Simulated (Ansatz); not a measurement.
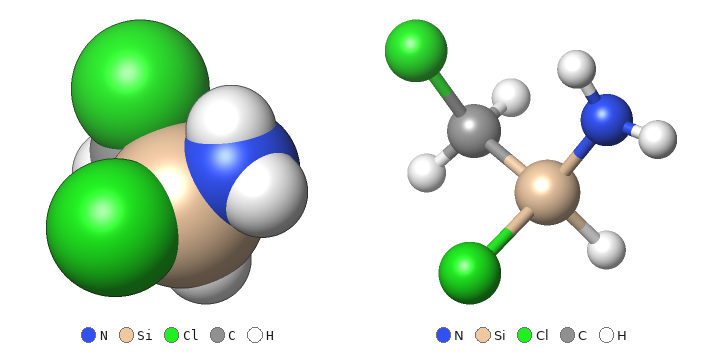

Two views of one molecule.

Computed geometry: PBE0-D4/def2-TZVP optimisation.

Identify the structure.

The molecule is CH₅Cl₂NSi. SMILES: `N[Si@@H](Cl)CCl`. It has no ring. Among its groups: C–Cl bond, Si–H bond, Si–N bond. The point group is C1. Coordination, clear cases only: 1 Si tetrahedral; 1 C tetrahedral.

More results for the same structure follow; atom numbers are the same in all pictures, views and colours differ.

## Shape

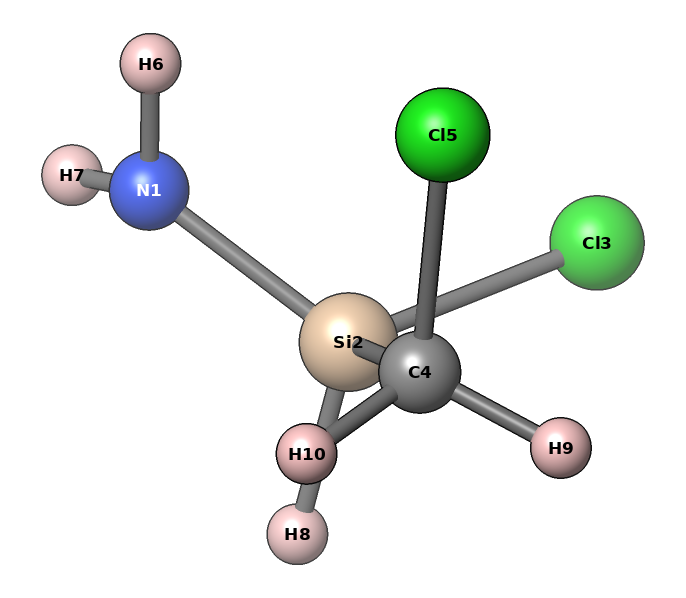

Si2 lies behind C4. The molecule seen a little off the C4–Si2 bond, C4 in front. Distant atoms are faded towards the background colour.

Question: What is the torsion angle Cl5–C4–Si2–Cl3? The sign is positive where the front bond must turn clockwise to cover the back bond.

Answer: 74°, synclinal (gauche). The bonds about C4–Si2 are staggered.

## Electronic properties

Level of theory: RKS revPBE-D4/def2-TZVPP (Ansatz 0.2.0).

Question: Estimate the LUMO energy (Kohn–Sham orbital).

Answer: −0.90 eV.

Question: Give the dispersion correction at this level.

Answer: −76.7 kJ/mol.

Question: What is the HOMO energy (Kohn–Sham orbital)?

Answer: −6.52 eV.

## Dipole moment

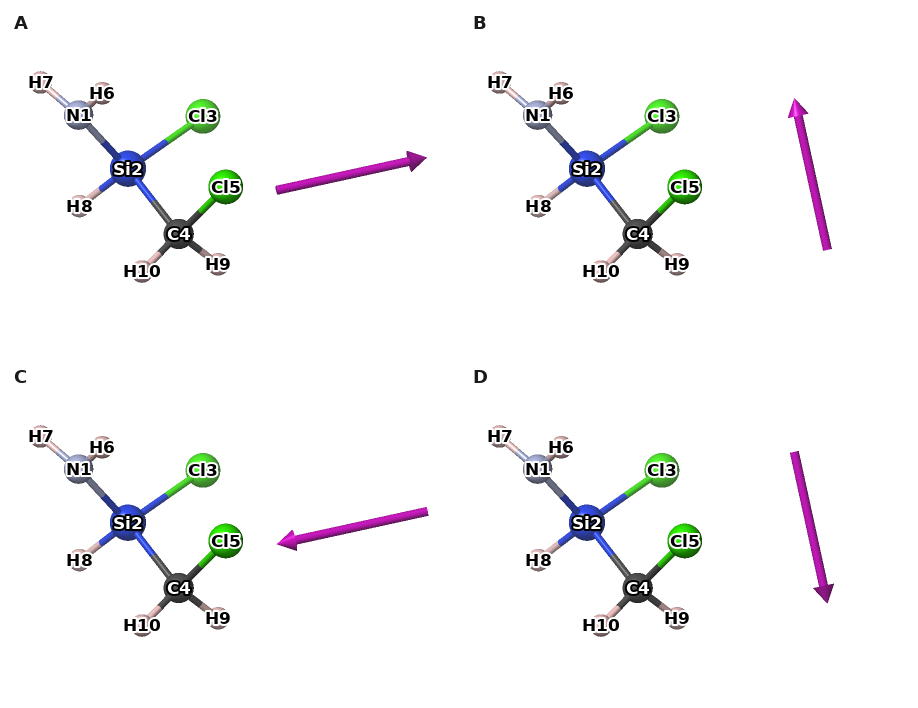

The same molecule four times, each with an arrow. Properties computed with RKS ωB97M-V/def2-TZVPP (Ansatz 0.2.0).

Question: Which arrow points along the dipole moment, from the negative to the positive end?

Answer: C. The dipole moment is 1.89 D; it points from the side of Cl3 to the side of H7 (the outermost atoms at the two ends).

## Vibrations

Harmonic vibrations computed with RKS PBE0-D4/def2-TZVP (Ansatz 0.2.0) at a stationary point of the same level.

Question: How many vibrational modes are there, and where do they lie?

Answer: 24 modes: 61, 130, 192, 234, 268, 353, 452, 513, 615, 724, 748, 783, 846, 894, 930, 1126, 1201, 1427, 1575, 2253, 3092, 3159, 3597, 3694 cm⁻¹.
